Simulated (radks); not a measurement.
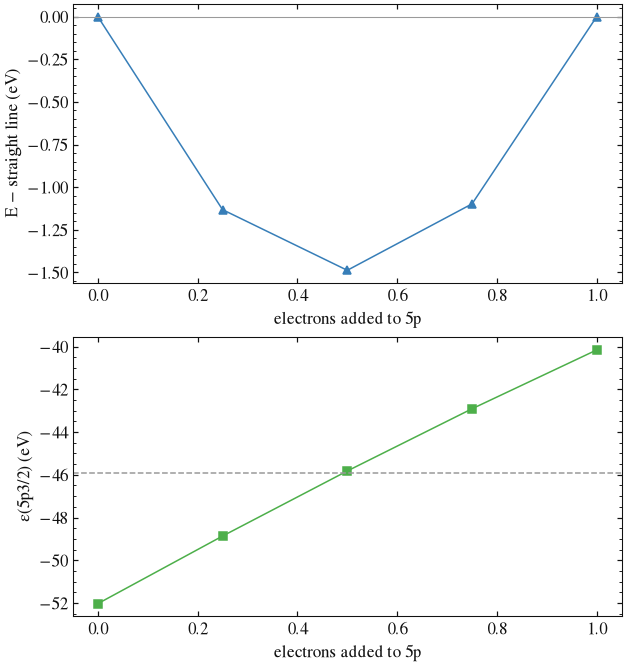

The calculation used the in-house radial solver radks at this level: Dirac Kohn-Sham, LDA (Slater exchange, Perdew-Wang correlation), spin-unpolarised, spherical densities, point nucleus. The occupation of the 5p shell is varied from W⁺ ([Kr] 4d10 4f14 5s2 5p5 5d4 6s2 (5p1/2: 2, 5p3/2: 3, 5d3/2: 4)) to W ([Xe] 4f14 5d4 6s2 (5d3/2: 4)), with spherical fractional occupations. The plot shows the total energy less the straight line between the end points, and the eigenvalue of 5p3/2 (the dashed line is minus the energy to take the whole electron out).

Q: Describe the curve.

A: The curve is convex (below the straight line), with the largest deviation among the points computed, −1.49 eV, at 0.5. The end points differ by 45.9 eV, the energy to take the electron out. The eigenvalue, which is the slope of the energy (Janak's theorem), moves from −52.0 eV at 0 to −40.2 eV at 1; for a straight line it would stay constant, and a parabola would sag by an eighth of this change, scaled to a whole electron, 1.48 eV. Convexity is the mark of the delocalisation error, which puts fractional charges too low; for p, d and f shells the spherical spreading of the fraction adds to it. The shell lies under occupied ones, so the straight line is a guide here rather than an exact condition.
